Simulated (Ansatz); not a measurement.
# What LaGaS3 (model cell, started as cubic perovskite with Ga in the octahedra) distorts into, part 3 of 3

Which phase does LaGaS3 (model cell, started as cubic perovskite with Ga in the octahedra) fall into along its unstable mode, and how much energy does it gain?

Ansatz 0.2.0; DFT PBEsol, scalar-relativistic, plane waves, PAW; PAW set soft_1.

So far. Step 5 (Energy along the mode, all amplitudes (two of the runs …): The lowest of the steps tried is the last one, at 0.6 Å, 131 meV/atom below the parent; the bottom of the well need not coincide with a step. Step 7 (The new phase in its own primitive cell): The largest force component left is 0.43 meV/Å and the pressure is 0.000 GPa, within the tolerances set. The cell now holds 20.42 Å³/atom. The relaxed cell has a = 6.437, c = 9.857 Å (conventional setting).

The structure was built from a prototype and need not be the compound's stable phase.

## Step 8: Modes of the new phase, occupations fixed

A relaxed structure may still be a saddle point, so its zone-centre modes are computed. The response to a homogeneous field gives the Born charges and the dielectric tensor.

Contents of input.yaml:

```yaml
crystal:
  lattice:
    - [-3.2186256259, 3.2186256259, 4.9285443207]
    - [3.2186256259, -3.2186256259, 4.9285443207]
    - [3.2186256259, 3.2186256259, -4.9285443207]
  atoms:
    - { symbol: La, position: [0.25, 0.75, 0.5] }
    - { symbol: La, position: [0.75, 0.25, 0.5] }
    - { symbol: Ga, position: [0.0, 0.0, 0.0] }
    - { symbol: Ga, position: [0.5, 0.5, 0.0] }
    - { symbol: S, position: [0.1762910289, 0.6762910289, 0.8525820579] }
    - { symbol: S, position: [0.8237089711, 0.3237089711, 0.1474179421] }
    - { symbol: S, position: [0.75, 0.75, 0.0] }
    - { symbol: S, position: [0.25, 0.25, 0.0] }
    - { symbol: S, position: [0.6762910289, 0.8237089711, 0.5] }
    - { symbol: S, position: [0.3237089711, 0.1762910289, 0.5] }
kpoints:
  mp_grid: { grid: [8, 8, 8] }
hamiltonian:
  xc: pbesol
  pseudopotentials: { kind: paw, azcp: { folder: soft_1 }, xc_functional: pbe }
scf:
  occupations: { method: fixed }
output:
  eigenvalues: true
phonons:
  method: dfpt
  dielectric: true
  rigid_motions: translations
```

Launch:

```bash
ansatz run input.yaml --threads 8 --pin off --max-ram 16384MiB --backend cpu --events-out ev --progress --plain --runs-dir out
```

Numbers of over 12 decimals in the logs are rounded to 6 here.

What it wrote:

```text
[...]
Crystal: 10 atoms, lattice volume = 204.230 Å³
Basis set: ecut = 420 eV, 3969 PW (Γ), exchange–correlation on 96×96×96 points (8 copies of the dense FFT grid, shifted against one another)
Bands: 52, of which v1, the nominal top of the filled ones, is band 42 counted from 1 (41 counted from 0)
Symmetry: 16 space group operations
k-points: 260 of 512 (irreducible under 1 space group operation, time reversal used)
[...]
SCF iter   1: F=—  HF=-25133.181860 eV  |F-HF|=—  |Δ(HF+E_count)|=         —  Δρ=4.46e-2  dr2=7.36e0  ethr=3.10e-3  ⟨swp⟩=5.1  Hψ=51811  notcnv=0  defer=82
[...]
SCF iter  12: F=-25131.695151 eV  HF=-25131.695151 eV  |F-HF|=1.09e-11  |Δ(HF+E_count)|=  5.09e-11  Δρ=9.33e-8  dr2=2.99e-11  ethr=1.00e-12  ⟨swp⟩=22.6  Hψ=118409  notcnv=0
SCF 1 converged in 12 iterations: F = -25131.695151 eV  dr2 = 2.99e-11
[...]
NSCF: frozen V_eff on 3 k-points
DFPT response loops at Γ: preconditioner auto → Resta (q_TF=auto, 2.353 Å⁻¹)  ε∞=15.0 (no band partly filled); β = 1.00, the filter's whole step (`scf.mixing.beta` (0.50) is not read by the response loops at its default; to damp them type it under 1.00, their step now; it binds the ground state too); Broyden in place of MSR1
── the response to a field inside a basis, on 10×10×12 k-points: an SCF that follows is theirs, and a resumed run solves both again ──
Bands: 43, of which v1, the nominal top of the filled ones, is band 42 counted from 1 (41 counted from 0)
k-points: 330
[...]
Eigensolver: Dense (330 Hₖ)
SCF iter   1: F=—  HF=-25131.399807 eV  |F-HF|=—  |Δ(HF+E_count)|=         —  Δρ=4.23e-4  dr2=1.69e-4  ethr=1.00e-1
[...]
SCF iter   5: F=-25131.399828 eV  HF=-25131.399828 eV  |F-HF|=7.10e-9  |Δ(HF+E_count)|=   2.06e-7  Δρ=5.25e-6  dr2=8.59e-8  ethr=6.41e-10
SCF 1 converged in 5 iterations: F = -25131.399828 eV  dr2 = 8.59e-8
[...]
WARN: field response: ε∞ stands inside a basis, on 10×10×12 points; the force constants stand on the 8×8×8 k-mesh, whose period is 9.05 times the interband length at k = (0.0000, 0.0000, 0.0000), direct gap 0.305 eV, under 14: take them and everything formed from them as unconverged, and compare with a denser kpoints.mp_grid
SCF converged after 12 iterations
Free energy (F): -25131.695151 eV
[...]
Internal energy: -25131.695151 eV  (E = F + TS)
E sigma→0 (E₀):  -25131.695151 eV
Fermi energy:    9.004335 eV
[...]
--- Band table (eV; the first three rows and the last of 260) ---
  k-point 0: bands = [... 38 lower, 8.6375, 8.6582, 8.9657, 8.9657, 9.2703, 10.5387, 11.4816, 11.4816, ... 6 higher]
  k-point 1: bands = [... 38 lower, 8.3518, 8.5652, 8.5676, 9.0043, 9.7605, 10.7380, 11.4627, 11.4849, ... 6 higher]
  k-point 2: bands = [... 38 lower, 8.2511, 8.4090, 8.4096, 8.9682, 10.0161, 11.1583, 11.4167, 11.4715, ... 6 higher]
  k-point 259: bands = [... 38 lower, 8.4889, 8.5613, 8.7836, 8.7836, 11.3478, 11.4699, 11.4699, 11.5478, ... 6 higher]
--- Phonons (Γ-DFPT): 8 representative perturbations + reference, on 260 of 512 k-points (Σ response iterations 34) ---
  k mesh reduced under 1 symmetry operation, with k and −k counted as one. Each operation leaves every solved perturbation unchanged. A smaller set is not considered because the run solves the response to a homogeneous field
  ASR residual: 8.855e-5 → 0.000e0 eV/Å²; symmetrization residual: 2.177e-5 eV/Å²
  ASR residual per site (eV/Å²): 6.48e-5 6.48e-5 3.70e-5 3.70e-5 8.03e-5 8.03e-5 8.86e-5 8.86e-5 8.03e-5 8.03e-5
  Γ frequencies (cm⁻¹): -74.95 -74.95 0.00 0.00 0.00 31.18 66.86 66.86 88.26 88.26 90.27 92.70 92.70 141.87 141.87 142.28 185.37 198.67 202.09 209.75 210.37 210.37 216.42 233.10 233.10 264.91 294.58 338.46 338.46 364.84
  ε∞ (high-frequency dielectric tensor):
       13.625143    -0.000000     0.000000
       -0.000000    13.625143     0.000000
        0.000000     0.000000    11.004499
  softest optical mode at Γ: -74.95 cm⁻¹; the repairs (sum rule, projections) moved no ω² at Γ by more than (2.51 cm⁻¹)²
  Born effective charges Z* (e; rows j = field, columns β = displacement):
    site 0:
         4.27537    0.00000    0.00000
        -0.00000    4.27537    0.00000
         0.00000   -0.00000    5.52594
    site 1:
         4.27537    0.00000    0.00000
        -0.00000    4.27537    0.00000
        -0.00000    0.00000    5.52594
    site 2:
         3.96980    0.54613    0.00000
        -0.54613    3.96980   -0.00000
        -0.00000   -0.00000    4.56116
    site 3:
         3.96980   -0.54613    0.00000
         0.54613    3.96980    0.00000
        -0.00000   -0.00000    4.56116
    site 4:
        -2.92737    0.43173    0.00000
         0.43173   -2.92737    0.00000
         0.00000   -0.00000   -2.95277
    site 5:
        -2.92737    0.43173    0.00000
         0.43173   -2.92737   -0.00000
         0.00000    0.00000   -2.95277
    site 6:
        -2.39044    0.00000    0.00000
        -0.00000   -2.39044   -0.00000
        -0.00000   -0.00000   -4.18157
    site 7:
        -2.39044    0.00000    0.00000
        -0.00000   -2.39044    0.00000
        -0.00000   -0.00000   -4.18157
    site 8:
        -2.92737   -0.43173   -0.00000
        -0.43173   -2.92737   -0.00000
        -0.00000   -0.00000   -2.95277
    site 9:
        -2.92737   -0.43173   -0.00000
        -0.43173   -2.92737    0.00000
        -0.00000    0.00000   -2.95277
  Z* charge neutrality: 5.091e-2 e pre-enforcement
  solved inside a basis spanned on kpoints, on 10×10×12 k-points transformed towards the longest dipole: ε∞ is read to err by 8.6e-2, Z* by 4.1e-2 e (field_mesh: kpoints solves on kpoints); Z* is corrected for what the basis lacks
  optical modes at Γ without the LO–TO term, one row a degenerate level:
      ω (cm⁻¹)  modes    IR ((D/Å)²/amu)
        -74.95      2             0.0000
         31.18      1            15.3703
         66.86      2            13.0093
         88.26      2            21.4552
         90.27      1             0.0000
         92.70      2             0.0000
        141.87      2            24.0154
[...]
optical modes at Γ + LO–TO along q̂ = [1.0000, 0.0000, 0.0000]:
      ω (cm⁻¹)  modes    IR ((D/Å)²/amu)
[...]
optical modes at Γ + LO–TO along q̂ = [0.0000, 1.0000, 0.0000]:
      ω (cm⁻¹)  modes    IR ((D/Å)²/amu)
[...]
optical modes at Γ + LO–TO along q̂ = [0.0000, 0.0000, 1.0000]:
      ω (cm⁻¹)  modes    IR ((D/Å)²/amu)
[...]
185.37      1             0.0000
        198.67      1             0.0000
        202.09      1             0.0000
        209.75      1             0.0000
        210.37      2             0.0000
        216.42      1             0.0000
        233.10      2            18.0895
        264.91      1             0.0000
        270.73      1            28.7526
        317.45      1            44.7259
        338.46      2            23.6822
        364.84      1             0.0000
```

Run time: 16 min. Hardware: 8 threads of Arm Neoverse V1, shared host; peak memory 11 GiB.

This step gave:

```yaml
sum_rule_residual_before_enforcement: 8.86e-5 eV/Å²
miss_of_the_charge_sum_rule: 0.05091 e
estimated_error_of_the_dielectric_tensor: 0.08634
estimated_error_of_the_born_charges: 0.04129 e
point_group: 4/mmm
highest_optical_mode_at_the_zone_centre_no_lo_to_term: 364.8 cm⁻¹
lowest_optical_zone_centre_mode: -74.95 cm⁻¹
mean_high_frequency_dielectric_constant: 12.75
largest_born_charge_third_of_the_trace: 4.692 e
top_of_the_zone_centre_spectrum_with_the_field: 364.8 cm⁻¹
```

Patterns of degenerate modes are one choice out of their space. The modes at Γ (shares of kinetic energy by element, %) (negative means imaginary):

| mode | frequency (cm⁻¹) | symmetry | La % | Ga % | S % |
| --- | --- | --- | --- | --- | --- |
| 1 | -75.0 | Eg | 23 | 0 | 77 |
| 2 | -75.0 | Eg | 23 | 0 | 77 |
| 3 | 0.0 | acoustic | 46 | 23 | 32 |
| 4 | 0.0 | acoustic | 46 | 23 | 32 |
| 5 | 0.0 | acoustic | 46 | 23 | 32 |
| 6 | 31.2 | A2u | 13 | 74 | 13 |
| 7 | 66.9 | Eu | 45 | 23 | 31 |
| 8 | 66.9 | Eu | 45 | 23 | 31 |
| 9 | 88.3 | Eu | 1 | 35 | 64 |
| 10 | 88.3 | Eu | 1 | 35 | 64 |
| 11 | 90.3 | B2g | 97 | 0 | 3 |
| 12 | 92.7 | Eg | 77 | 0 | 23 |
| 13 | 92.7 | Eg | 77 | 0 | 23 |
| 14 | 141.9 | Eu | 8 | 34 | 58 |
| 15 | 141.9 | Eu | 8 | 34 | 58 |
| 16 | 142.3 | A2u | 41 | 0 | 59 |
| 17 | 185.4 | A1u | 0 | 100 | 0 |
| 18 | 198.7 | B1u | 0 | 0 | 100 |
| 19 | 202.1 | A2g | 0 | 0 | 100 |
| 20 | 209.8 | B1g | 0 | 0 | 100 |
| 21 | 210.4 | Eg | 1 | 0 | 99 |
| 22 | 210.4 | Eg | 1 | 0 | 99 |
| 23 | 216.4 | A1g | 0 | 0 | 100 |
| 24 | 233.1 | Eu | 0 | 72 | 28 |
| 25 | 233.1 | Eu | 0 | 72 | 28 |
| 26 | 264.9 | B2g | 3 | 0 | 97 |
| 27 | 294.6 | A2u | 1 | 3 | 96 |
| 28 | 338.5 | Eu | 0 | 14 | 86 |
| 29 | 338.5 | Eu | 0 | 14 | 86 |
| 30 | 364.8 | A2g | 0 | 0 | 100 |

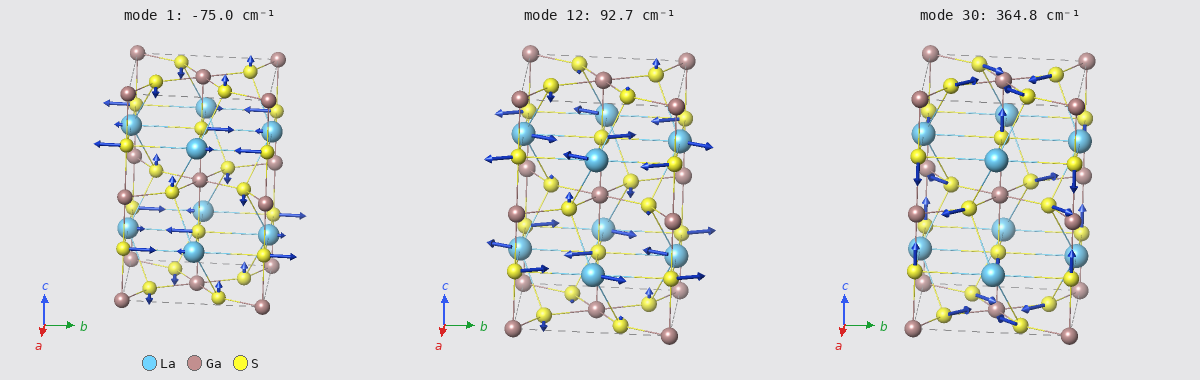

Displacement patterns of modes 1, 12 and 30 at Γ; arrows are exaggerated. Some periodic images of atoms are drawn too.

Optical modes at the zone centre, without and with the macroscopic field of the longitudinal modes; each column is sorted by frequency, so a row need not hold one and the same mode. Modes with and without the field, by row:

| rank among optical modes | no field (cm⁻¹) | q along (1, 0, 0) (cm⁻¹) | q along (0, 0, 1) (cm⁻¹) |
| --- | --- | --- | --- |
| 1 | -75 | -75 | -75 |
| 2 | -75 | -75 | -75 |
| 3 | 31.2 | 31.2 | 65.7 |
| 4 | 66.9 | 66.9 | 66.9 |
| 5 | 66.9 | 73.6 | 66.9 |
| 6 | 88.3 | 88.3 | 88.3 |
| 7 | 88.3 | 90.3 | 88.3 |
| 8 | 90.3 | 92.7 | 90.3 |
| 9 | 92.7 | 92.7 | 92.7 |
| 10 | 92.7 | 111.1 | 92.7 |
| 11 | 141.9 | 141.9 | 141.9 |
| 12 | 141.9 | 142.3 | 141.9 |
| 13 | 142.3 | 175.7 | 185.4 |
| 14 | 185.4 | 185.4 | 198.7 |
| 15 | 198.7 | 198.7 | 202.1 |
| 16 | 202.1 | 202.1 | 209.8 |
| 17 | 209.8 | 209.8 | 210.4 |
| 18 | 210.4 | 210.4 | 210.4 |
| 19 | 210.4 | 210.4 | 216.4 |
| 20 | 216.4 | 216.4 | 233.1 |
| 21 | 233.1 | 233.1 | 233.1 |
| 22 | 233.1 | 252.5 | 264.9 |
| 23 | 264.9 | 264.9 | 270.7 |
| 24 | 294.6 | 294.6 | 317.4 |
| 25 | 338.5 | 338.5 | 338.5 |
| 26 | 338.5 | 356.9 | 338.5 |
| 27 | 364.8 | 364.8 | 364.8 |

Born charge (rows field, columns displacement) (e), principal values of the symmetric part by kind of site:

| atom | atoms with these values | low | middle | high | mean |
| --- | --- | --- | --- | --- | --- |
| La1 | 2 | 4.28 | 4.28 | 5.53 | 4.69 |
| Ga3 | 2 | 3.97 | 3.97 | 4.56 | 4.17 |
| S5 | 4 | -3.36 | -2.95 | -2.50 | -2.94 |
| S7 | 2 | -4.18 | -2.39 | -2.39 | -2.99 |

In full for S7:

```
-2.39  0.00  0.00
 0.00 -2.39  0.00
 0.00  0.00 -4.18
```

High-frequency dielectric tensor:

```
13.63  0.00  0.00
 0.00 13.63  0.00
 0.00  0.00 11.00
```

Transverse modes; imaginary modes are left out. Infrared lines, with heights relative to the strongest:

| position (cm⁻¹) | lines merged | relative intensity |
| --- | --- | --- |
| 31 | 1 | 19 |
| 67 | 1 | 16 |
| 88 | 1 | 27 |
| 90 | 1 | 0.0 |
| 93 | 1 | 0.0 |
| 142 | 2 | 100 |
| 185 | 1 | 0.0 |
| 199 | 1 | 0.0 |
| 202 | 1 | 0.0 |
| 210 | 2 | 0.0 |
| 216 | 1 | 0.0 |
| 233 | 1 | 23 |
| 265 | 1 | 0.0 |
| 295 | 1 | 3.6 |
| 338 | 1 | 30 |
| 365 | 1 | 0.0 |

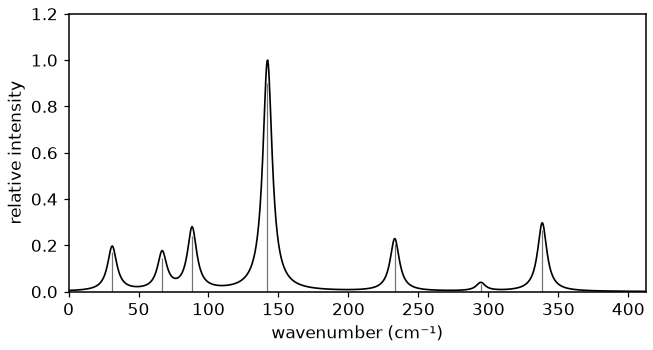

The infrared spectrum, broadened with Lorentzians of width 8 cm⁻¹; bars mark the lines.

Before it was imposed, the acoustic sum rule was missed by 8.9e-5 eV/Å² and the charge sum rule by 0.051 e. The charge miss is large and points to the mesh or the basis. The lowest optical mode is imaginary, 75.0i cm⁻¹, so the energy falls along it.

The log warns of the k mesh: “the force constants stand on the 8×8×8 k-mesh, whose period is 9.05 times the interband length at k = (0.0000, 0.0000, 0.0000), direct gap 0.305 eV, under 14: take them and everything formed from them as unconverged”.

## Step 9: Outcome

- unstable mode of the parent: q = (-0.5, -0.5, -0.5), 185i cm⁻¹
- depth at the lowest point sampled: 131 meV/atom
- largest atomic shift at that point: 0.6 Å
- space group reached (within 0.01 Å): I4/mcm
- energy gained over the parent (first relaxation, on the mesh of the frozen mode): 156 meV/atom
- volume per atom, phase reached: 20.4 Å³
- gap on the k-mesh, phase reached: 0.266 eV
- lowest optical zone-centre mode, phase reached: -75.0 cm⁻¹
- highest optical mode at the zone centre (no LO-TO term), phase reached: 365 cm⁻¹

**Reading.** Along this mode the structure falls into I4/mcm, 156 meV/atom below the parent. At the parent's cell the well is 130.7 meV/atom deep on the steps tried, with its lowest point at a shift of 0.6 Å. That is the last step tried, so the steps alone don't bracket the bottom of the well. Relaxing atoms and cell changes the gain by +24.86 meV/atom against the lowest step (energies at zero smearing). The new phase still has an imaginary mode at the zone centre of its cell, so it is a saddle point on the way to a lower structure. Of the 4 patterns followed to their end from this parent, this one ends 22.6 meV/atom above the lowest, R-3c. Each path keeps the symmetry of its pattern, so a lower phase may lie along a pattern not tried. With the field response the log warns that the k mesh is coarse for the force constants too, so the frequencies may not be converged. With no gap, or one that is small against the smearing, the frequencies hang on the k mesh and the smearing, most of all near Kohn anomalies. Spin-orbit coupling is left out, which can matter for the heavy elements here. The PAW files were made for PBE and serve the other functionals too. A phonon run warned that its eigensolver left some bands unconverged in a pass. The starting cell was built on a prototype and not taken from a measurement, so the phase need not exist.

[Logs are printed without paths, hosts, clocks, repeated set-up lines and the standing remarks that a program may print on its own settings, such as how far it seeks lower states.]

[Hosts, paths, dates, database ids (printed as entryN), source tags and the programs' standing remarks are cut or masked in the printed files.]
